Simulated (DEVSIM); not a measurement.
Device: Schottky contact on n-type GaP, at 400 K.

```tsv
layer (left to right)	material	thickness (μm)	Nd (cm⁻³)	τn (s)	τp (s)
1	GaP	3.10	2.1e17	1.3e-7	1.3e-6
2	GaP	3.20	9.6e17	1.3e-7	1.3e-7
```

Left contact: Schottky, work function 5.31 eV, emission velocity 2e6 cm/s. Right contact: ohmic. Voltage is applied to the left contact. Recombination: SRH at mid-gap, radiative. Mobility is constant in doping.

The device is made up for the run: typed textbook-type constants, with dimensions and the other settings drawn at random. Values at 300 K; Nc and Nv go as T^1.5, mobilities as T to minus their exponent, the gap by Varshni's rule with the affinity fixed.

| parameter | GaP |
|---|---|
| gap (eV) | 2.26 |
| affinity (eV) | 3.8 |
| permittivity | 11.1 |
| Nc (cm⁻³) | 1.8e19 |
| Nv (cm⁻³) | 1.9e19 |
| μn (cm²/Vs) | 250 |
| μp (cm²/Vs) | 150 |
| T exponent of μn | 1.6 |
| T exponent of μp | 1.98 |
| B (cm³/s) | 1e-13 |
| Varshni α (eV/K) | 0.00058 |
| Varshni β (K) | 372 |

DEVSIM, 1D drift-diffusion, Boltzmann statistics, complete ionisation; no tunnelling, impact ionisation, image-force lowering or self-heating. Metal contacts follow the ideal Schottky-Mott rule: no Fermi-level pinning, no interface dipoles.

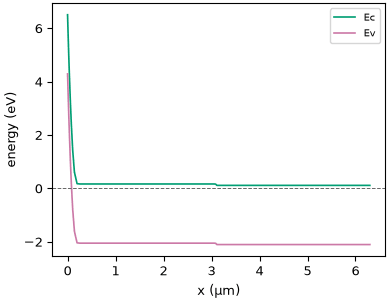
Figure: Band edges at -5.0 V on the left contact

Energies count from the Fermi level of the right contact; mesh points crowd at the junctions.

```json
[
 {"x (μm)": "0.000", "Ec (eV)": "6.510", "Ev (eV)": "4.293", "n (cm⁻³)": "< 1e2", "p (cm⁻³)": "3.6e10", "field (V/cm)": "-660000"},
 {"x (μm)": "0.02588", "Ec (eV)": "4.924", "Ev (eV)": "2.706", "n (cm⁻³)": "< 1e2", "p (cm⁻³)": "< 1e2", "field (V/cm)": "-570000"},
 {"x (μm)": "0.07922", "Ec (eV)": "2.378", "Ev (eV)": "0.160", "n (cm⁻³)": "< 1e2", "p (cm⁻³)": "< 1e2", "field (V/cm)": "-390000"},
 {"x (μm)": "0.1979", "Ec (eV)": "0.180", "Ev (eV)": "-2.037", "n (cm⁻³)": "1.5e17", "p (cm⁻³)": "< 1e2", "field (V/cm)": "-12000"},
 {"x (μm)": "0.5586", "Ec (eV)": "0.168", "Ev (eV)": "-2.049", "n (cm⁻³)": "2.1e17", "p (cm⁻³)": "< 1e2", "field (V/cm)": "≈ 0"},
 {"x (μm)": "1.177", "Ec (eV)": "0.168", "Ev (eV)": "-2.049", "n (cm⁻³)": "2.1e17", "p (cm⁻³)": "< 1e2", "field (V/cm)": "≈ 0"},
 {"x (μm)": "2.112", "Ec (eV)": "0.168", "Ev (eV)": "-2.049", "n (cm⁻³)": "2.1e17", "p (cm⁻³)": "< 1e2", "field (V/cm)": "≈ 0"},
 {"x (μm)": "2.739", "Ec (eV)": "0.168", "Ev (eV)": "-2.049", "n (cm⁻³)": "2.1e17", "p (cm⁻³)": "< 1e2", "field (V/cm)": "≈ 0"},
 {"x (μm)": "2.945", "Ec (eV)": "0.168", "Ev (eV)": "-2.049", "n (cm⁻³)": "2.1e17", "p (cm⁻³)": "< 1e2", "field (V/cm)": "≈ 0"},
 {"x (μm)": "3.037", "Ec (eV)": "0.168", "Ev (eV)": "-2.049", "n (cm⁻³)": "2.1e17", "p (cm⁻³)": "< 1e2", "field (V/cm)": "-56"},
 {"x (μm)": "3.082", "Ec (eV)": "0.163", "Ev (eV)": "-2.054", "n (cm⁻³)": "2.4e17", "p (cm⁻³)": "< 1e2", "field (V/cm)": "-5100"},
 {"x (μm)": "3.112", "Ec (eV)": "0.117", "Ev (eV)": "-2.100", "n (cm⁻³)": "9.2e17", "p (cm⁻³)": "< 1e2", "field (V/cm)": "-3300"},
 {"x (μm)": "3.151", "Ec (eV)": "0.116", "Ev (eV)": "-2.102", "n (cm⁻³)": "9.6e17", "p (cm⁻³)": "< 1e2", "field (V/cm)": "≈ 0"},
 {"x (μm)": "3.231", "Ec (eV)": "0.116", "Ev (eV)": "-2.102", "n (cm⁻³)": "9.6e17", "p (cm⁻³)": "< 1e2", "field (V/cm)": "≈ 0"},
 {"x (μm)": "3.499", "Ec (eV)": "0.116", "Ev (eV)": "-2.102", "n (cm⁻³)": "9.6e17", "p (cm⁻³)": "< 1e2", "field (V/cm)": "≈ 0"},
 {"x (μm)": "3.948", "Ec (eV)": "0.116", "Ev (eV)": "-2.102", "n (cm⁻³)": "9.6e17", "p (cm⁻³)": "< 1e2", "field (V/cm)": "≈ 0"},
 {"x (μm)": "4.825", "Ec (eV)": "0.116", "Ev (eV)": "-2.102", "n (cm⁻³)": "9.6e17", "p (cm⁻³)": "< 1e2", "field (V/cm)": "≈ 0"},
 {"x (μm)": "5.597", "Ec (eV)": "0.116", "Ev (eV)": "-2.102", "n (cm⁻³)": "9.6e17", "p (cm⁻³)": "< 1e2", "field (V/cm)": "≈ 0"},
 {"x (μm)": "6.047", "Ec (eV)": "0.116", "Ev (eV)": "-2.102", "n (cm⁻³)": "9.6e17", "p (cm⁻³)": "< 1e2", "field (V/cm)": "≈ 0"},
 {"x (μm)": "6.195", "Ec (eV)": "0.116", "Ev (eV)": "-2.102", "n (cm⁻³)": "9.6e17", "p (cm⁻³)": "< 1e2", "field (V/cm)": "≈ 0"},
 {"x (μm)": "6.262", "Ec (eV)": "0.116", "Ev (eV)": "-2.102", "n (cm⁻³)": "9.6e17", "p (cm⁻³)": "< 1e2", "field (V/cm)": "≈ 0"},
 {"x (μm)": "6.300", "Ec (eV)": "0.116", "Ev (eV)": "-2.102", "n (cm⁻³)": "9.6e17", "p (cm⁻³)": "< 1e2", "field (V/cm)": "≈ 0"}
]
```
